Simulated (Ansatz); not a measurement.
**BHClO (SMILES O[B]Cl) at 6 levels**

We compute a comparison of 6 runs (U-r2SCAN/STO-3G, UB2PLYP/STO-3G, UCAM-B3LYP/STO-3G, USVWN5/STO-3G, RPA@PBE/STO-3G, UCCSDT(Q)/STO-3G) of BHClO. 

The results are computed with Ansatz 0.2.0.

62 further runs of the same task are left out: 62 set aside as unsound or not needed.

**1. The structure to begin with**

BHClO: 4 atoms, total charge 0, spin state doublet. As SMILES, `O[B]Cl`. The H4–O1 distance was set to 1.202 Å, away from the relaxed value.

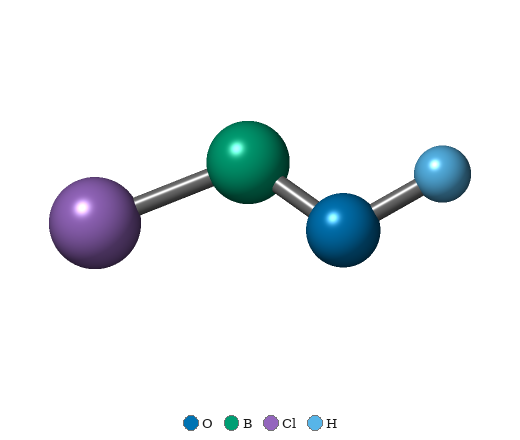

The structure, seen from a chosen angle (oxygen blue, boron teal, chlorine purple, hydrogen blue).

**2. The energy at U-r2SCAN/STO-3G (run 1)**

molecule.yaml

```yaml
crystal:
  periodic: [false, false, false]
  atoms:
    - symbol: O
      position_ang: [0.557752, -0.012707, -0.462480]
    - symbol: B
      position_ang: [-0.417748, -0.138207, 0.439420]
    - symbol: Cl
      position_ang: [-0.545048, -1.527007, 1.479720]
    - symbol: H
      position_ang: [0.497000, 1.006200, -1.096500]
basis:
  gaussian: {orbitals: STO-3G}
magnetization: {spin_polarized: true, initial_magnetization: 1}
hamiltonian: {xc: r2scan}
accuracy: high
```

On the command line:

```console
$ ansatz run molecule.yaml --threads 1 --pin off --max-ram 2610MiB --events-out events.jsonl --progress --plain --runs-dir runs
```

Output:

```text
Warning: RAYON_NUM_THREADS=1 ignored (pool sized by the plan → 1); use --threads N
Functional definition: r2SCAN
  name "r2SCAN"
  parameter k0 = 0.174
  parameter k1 = 0.065
  parameter a1 = 4.9479
  exchange = r2scan_x(k0 = k0, k1 = k1, a1 = a1)
  correlation = r2scan_c
348 factors; integrals over basis functions are off by at most 3.6e-8 eV
mean field evaluation 1: about -15086.4646 eV, gradient 6.8e0 eV
mean field evaluation 2: about -15086.5516 eV, gradient 7.6e0 eV
mean field evaluation 4: about -15086.9806 eV, gradient 8.1e-1 eV
mean field evaluation 8: about -15086.9414 eV, gradient 1.5e-2 eV
mean field evaluation 16: about -15086.9414 eV, gradient 1.4e-6 eV
mean field -15086.94144406 eV, -554.4348717729 hartree, gradient 2.9e-8 eV, S^2 0.755085; 0 other end points of the search recorded, 0 dependent functions left out
reference -15086.94144471 eV, -554.4348717968 hartree; 16, 15 occupied and 4, 5 virtual orbitals, 348 factors
Total energy: -15086.94144471 eV, -554.4348717968 hartree
```

It took 4.8 s on 1 thread of Arm Neoverse V1, shared host; peak memory 0.21 GiB.

**3. The energy at UB2PLYP/STO-3G (run 2)**

in.yaml

```yaml
crystal:
  periodic: [false, false, false]
  atoms:
    - {symbol: O, position_ang: [0.557752, -0.012707, -0.462480]}
    - {symbol: B, position_ang: [-0.417748, -0.138207, 0.439420]}
    - {symbol: Cl, position_ang: [-0.545048, -1.527007, 1.479720]}
    - {symbol: H, position_ang: [0.497000, 1.006200, -1.096500]}
basis:
  gaussian: {orbitals: STO-3G}
hamiltonian: {xc: {name: B2PLYP}}
accuracy: high
magnetization: {spin_polarized: true, initial_magnetization: 1}
correlation: {frozen_orbitals: {B: 1, Cl: 5, H: 0, O: 1}}
```

On the command line:

```console
$ ansatz run in.yaml --threads 1 --pin off --max-ram 2610MiB --events-out events.jsonl --progress --plain --runs-dir runs
```

Output, cut to the lines that bear on the results:

```text
Warning: RAYON_NUM_THREADS=1 ignored (pool sized by the plan → 1); use --threads N
Functional definition: B2PLYP
  name "B2PLYP"
[...]
348 factors; integrals over basis functions are off by at most 3.6e-8 eV
[...]
mean field -15078.88784376 eV, -554.1389074209 hartree, gradient 2.2e-8 eV, S^2 0.753756; 0 other end points of the search recorded, 0 dependent functions left out
7 core orbitals not correlated: weight in the atoms' cores, before any rotation towards them, 1.000 or more for the frozen orbitals, at most 0.000 for the correlated occupied ones
reference -15078.88786003 eV, -554.1389080190 hartree; 9, 8 occupied and 4, 5 virtual orbitals, 348 factors
second order -3.45826823 eV of doubles, -0.00000000 eV of singles
Total energy: -15079.82159246 eV, -554.1732220526 hartree
```

Wall time 2.1 s (1 thread of Arm Neoverse V1, shared host); peak memory 0.13 GiB.

**4. The energy at UCAM-B3LYP/STO-3G (run 3)**

run.yaml

```yaml
crystal:
  periodic: [false, false, false]
  atoms:
    - symbol: O
      position_ang: [0.557752, -0.012707, -0.462480]
    - symbol: B
      position_ang: [-0.417748, -0.138207, 0.439420]
    - symbol: Cl
      position_ang: [-0.545048, -1.527007, 1.479720]
    - symbol: H
      position_ang: [0.497000, 1.006200, -1.096500]
basis:
  gaussian: {orbitals: STO-3G}
magnetization: {spin_polarized: true, initial_magnetization: 1}
hamiltonian: {xc: {name: CAM-B3LYP}}
accuracy: high
```

On the command line:

```console
$ ansatz run run.yaml --threads 1 --pin off --max-ram 2610MiB --events-out events.jsonl --progress --plain --runs-dir runs
```

Output:

```text
Warning: RAYON_NUM_THREADS=1 ignored (pool sized by the plan → 1); use --threads N
Functional definition: CAM-B3LYP
  name "CAM-B3LYP"
  parameter alpha = 0.19
  parameter beta = 0.46
  parameter omega = 0.33/bohr
  parameter ac = 0.81
  exchange = (1 - alpha - beta)*b88_x + beta*b88_x_sr(omega) + alpha*exact_x + beta*exact_x_lr(omega)
  correlation = (1 - ac)*vwn5_c + ac*lyp_c
348 factors; integrals over basis functions are off by at most 3.6e-8 eV
154 factors; integrals over basis functions are off by at most 7.5e-10 eV
mean field evaluation 1: about -15084.9506 eV, gradient 1.2e1 eV
mean field evaluation 2: about -15085.5484 eV, gradient 1.1e1 eV
mean field evaluation 4: about -15086.2589 eV, gradient 6.6e-1 eV
mean field evaluation 8: about -15086.2433 eV, gradient 3.9e-2 eV
mean field evaluation 16: about -15086.2434 eV, gradient 4.5e-6 eV
mean field -15086.24337107 eV, -554.4092180636 hartree, gradient 4.3e-8 eV, S^2 0.752672; 0 other end points of the search recorded, 0 dependent functions left out
reference -15086.24338337 eV, -554.4092185160 hartree; 16, 15 occupied and 4, 5 virtual orbitals, 348 factors
Total energy: -15086.24338337 eV, -554.4092185160 hartree
```

It took 2.3 s on 1 thread of Arm Neoverse V1, shared host; peak memory 0.12 GiB.

Runs 4 to 5 aren't shown in full; the table further down has their settings and results.

**5. The energy at UCCSDT(Q)/STO-3G (run 6)**

job.yaml

```yaml
basis:
  gaussian: {orbitals: STO-3G}
crystal:
  periodic: [false, false, false]
  atoms:
    - {symbol: O, position_ang: [0.557752, -0.012707, -0.462480]}
    - {symbol: B, position_ang: [-0.417748, -0.138207, 0.439420]}
    - {symbol: Cl, position_ang: [-0.545048, -1.527007, 1.479720]}
    - {symbol: H, position_ang: [0.497000, 1.006200, -1.096500]}
magnetization: {spin_polarized: true, initial_magnetization: 1}
correlation: {method: ccsdt_q, frozen_orbitals: {B: 1, Cl: 5, H: 0, O: 1}}
accuracy: high
scf: {omitted_lower_state_checks: [cluster_reference, increment]}
```

On the command line:

```console
$ ansatz run job.yaml --threads 1 --pin off --max-ram 2610MiB --events-out events.jsonl --progress --plain --runs-dir runs
```

Output, cut to the lines that bear on the results:

```text
Warning: RAYON_NUM_THREADS=1 ignored (pool sized by the plan → 1); use --threads N
Functional definition: HF
  name "HF"
[...]
348 factors; integrals over basis functions are off by at most 3.6e-8 eV
[...]
mean field -15057.48240905 eV, -553.3522722045 hartree, gradient 1.6e-8 eV, S^2 0.757436; 0 other end points of the search recorded, 0 dependent functions left out
7 core orbitals not correlated: weight in the atoms' cores, before any rotation towards them, 1.000 or more for the frozen orbitals, at most 0.000 for the correlated occupied ones
reference -15057.48240905 eV, -553.3522722045 hartree; 9, 8 occupied and 4, 5 virtual orbitals, 348 factors
second order -2.45004266 eV of doubles, -0.00000000 eV of singles
cycle   1  -2.71401737 eV  change   -2.6e-1 eV  update   9.7e-2
[...]
cycle  32  -3.19695176 eV  change   3.1e-10 eV  update  9.1e-10
perturbative correction 0.00497477 eV, 0.0001828193 hartree
Total energy: -15060.67438604 eV, -553.4695751952 hartree
Checks for a lower state left out: cluster_reference, increment
```

It took 1.5 s on 1 thread of Arm Neoverse V1, shared host; peak memory 0.11 GiB.

**6. All runs side by side**

| run | level | frozen core orbitals | energy (Eh) | ⟨S²⟩ | wall time |
| --- | --- | --- | --- | --- | --- |
| 1 | U-r2SCAN/STO-3G | – | -554.434872 | 0.755 | 4.8 s |
| 2 | UB2PLYP/STO-3G | 7 | -554.173222 | 0.754 | 2.1 s |
| 3 | UCAM-B3LYP/STO-3G | – | -554.409219 | 0.753 | 2.3 s |
| 4 | USVWN5/STO-3G | – | -552.120417 | 0.753 | 0.95 s |
| 5 | RPA@PBE/STO-3G | 7 | -553.525319 | 0.753 | 2 s |
| 6 | UCCSDT(Q)/STO-3G | 7 | -553.469575 | 0.757 | 1.5 s |

**7. Results**

```
                                          quantity          value
                               run 6: total energy  -553.46958 Eh
run 6: correlation energy (7 core orbitals frozen)     -117.3 mEh
          run 6: ⟨S²⟩ of the reference determinant          0.757
                              run 6: T1 diagnostic          0.018
```

Totals of different functionals can't be ranked against each other. In runs 1, 2, 3, 4, 5, 6 the basis is minimal, so the values are rough. All runs together took 14 s, the longest 4.8 s.
